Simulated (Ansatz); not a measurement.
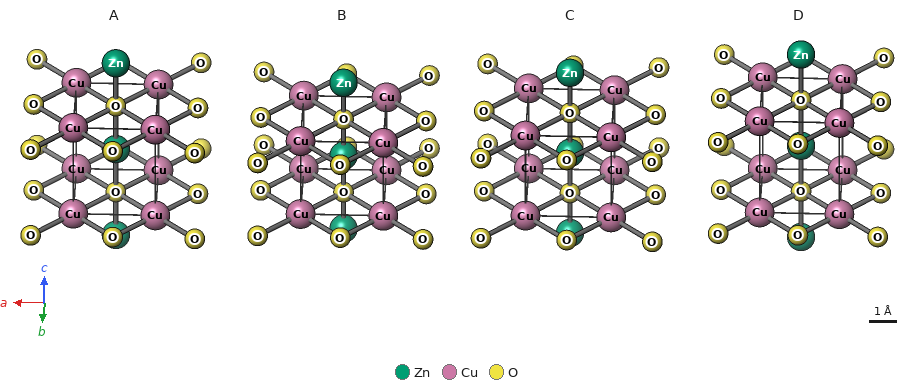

4 geometries from one relaxation of a crystal of ZnCuO (a generated structure, set up in P4/mmm) (coarse preliminary run), in shuffled order. The picture is a ball-and-stick view of the cell of the calculation, seen from a free direction.

Computed with DFT PBE, scalar-relativistic, plane waves, PAW (Ansatz 0.2.0). Settings: plane-wave cutoff 420 eV; k-point mesh 6 × 6 × 6; occupations gaussian; smearing width 0.1 eV; collinear spin; cell and atoms relaxed; force threshold 0.04 eV/Å; at most 70 steps.

Put them in the order of the run, from the start to the converged end.

B, C, A, D. They are steps 0, 2, 7, 13, at +514 meV per atom, +97.6 meV per atom, +15.8 meV per atom relative to the last. The atoms keep their places relative to the cell (all moves are under 0.005 Å). The volume changes by +16.4 %, with a = b 3.138 → 3.027 Å (−3.5 %), c 3.309 → 4.139 Å (+25.1 %). Some distances before and after: O–Zn 1.655 → 2.070 Å, Cu–O 2.219 → 2.140 Å. The space group stays P4/mmm (No. 123). The energy falls by 514 meV per atom in 10 accepted moves (13 points after the start). All forces vanish by symmetry, so only the cell relaxes. Pressure: 46.57 GPa at the start and 0.02 GPa at the end. The SCF was repeated 3 times at an unchanged geometry on a basis and grid sized afresh for the cell, which shifted the energy by 25.2 meV per atom at most. The program noted that the starting moments weren't kept. The run may lie on a higher electronic state than the lowest, so the end point isn't shown to be the ground-state structure. Cost: 2.6 min on 1 thread of Intel(R) Xeon(R) Processor @ 2.70GHz, on a shared host, peak memory 0.42 GiB.
